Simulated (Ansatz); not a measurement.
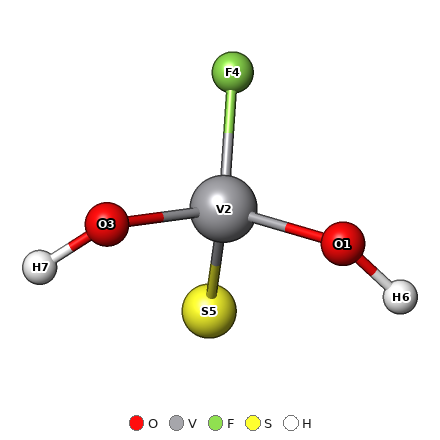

The system is FH₂O₂SV, SMILES [OH][V]([OH])([F])=[S]; the picture shows the reference structure. First axis: dihedral H6–O1–V2–O3. Second axis: dihedral O1–V2–O3–H7. Nothing is relaxed (all other coordinates rigid). The scan uses an 18 × 18 grid; 171 points were computed and 153 follow by symmetry. All energies are given in kcal/mol relative to the relaxed molecule at the same level. Level of theory: RKS SPW92 (LDA)/def2-SVP (Ansatz).

Its coordinates:

```xyz
7

O    -0.9927    0.5787    1.1120
V    -0.0253   -0.3291    0.0097
O     1.5982    0.2498    0.0743
F    -0.0612   -1.9767    0.4423
S    -0.7413   -0.1070   -1.8484
H    -1.8376    1.0095    0.8749
H     2.1211    0.5069   -0.7106
```

Range: dihedral H6–O1–V2–O3 from −180 to 160°; dihedral O1–V2–O3–H7 from −180 to 160°.

What will the energy surface look like?

The lowest grid point is at dihedral H6–O1–V2–O3 = 120°, dihedral O1–V2–O3–H7 = −120°, 0.13 kcal/mol from the relaxed molecule at the same level. There are further wells near dihedral H6–O1–V2–O3 = −40°, dihedral O1–V2–O3–H7 = −120° (2.7 kcal/mol above the lowest at that grid point); dihedral H6–O1–V2–O3 = −60°, dihedral O1–V2–O3–H7 = 60° (7.4 kcal/mol above the lowest at that grid point). The highest grid point, dihedral H6–O1–V2–O3 = 0°, dihedral O1–V2–O3–H7 = 0°, lies 12.5 kcal/mol above the lowest. On the interpolated surface the easiest way out of the lowest well to the well at about dihedral H6–O1–V2–O3 = −45°, dihedral O1–V2–O3–H7 = −120° passes a barrier of about 4 kcal/mol, counted from the interpolated bottom of the well. Round the minimum the two coordinates are weakly coupled (coupling −0.10 in units of the two stiffnesses).

```
dihedral O1–V2–O3–H7 ↓, dihedral H6–O1–V2–O3 →  −160  −120  −80   −40     0    40   80  120  160
                                           160   7.9   9.6  8.4   7.8   8.8   8.0  5.2  3.6  4.7
                                           120   9.6  11.5  9.9   8.8   9.5   9.0  6.6  5.1  6.1
                                            80   8.4   9.9  8.4   7.8   8.6   7.6  5.0  3.7  5.0
                                            40   7.8   8.8  7.8   8.6  10.1   8.2  4.4  2.9  4.5
                                             0   8.8   9.5  8.6  10.1  12.7  10.7  6.0  3.8  5.5
                                           −40   8.0   9.0  7.6   8.2  10.7  10.0  5.9  3.6  4.8
                                           −80   5.2   6.6  5.0   4.4   6.0   5.9  3.4  1.6  2.3
                                          −120   3.6   5.1  3.7   2.9   3.8   3.6  1.6  0.1  0.8
                                          −160   4.7   6.1  5.0   4.5   5.5   4.8  2.3  0.8  1.8
```

The table holds every second grid line.

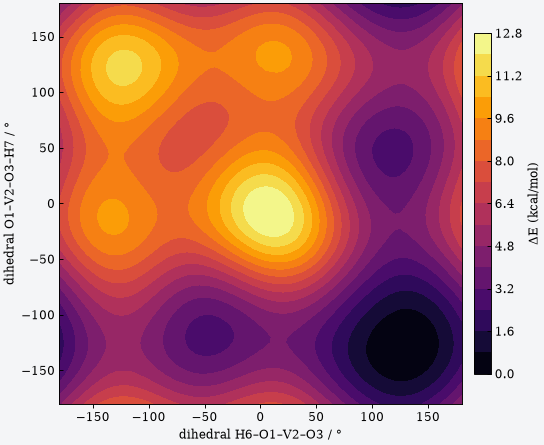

In the figure: filled contours. Between grid points the surface is interpolated.

The whole map (171 points run) took 7.3 min on 1 thread of Arm Neoverse V2, on a shared host.
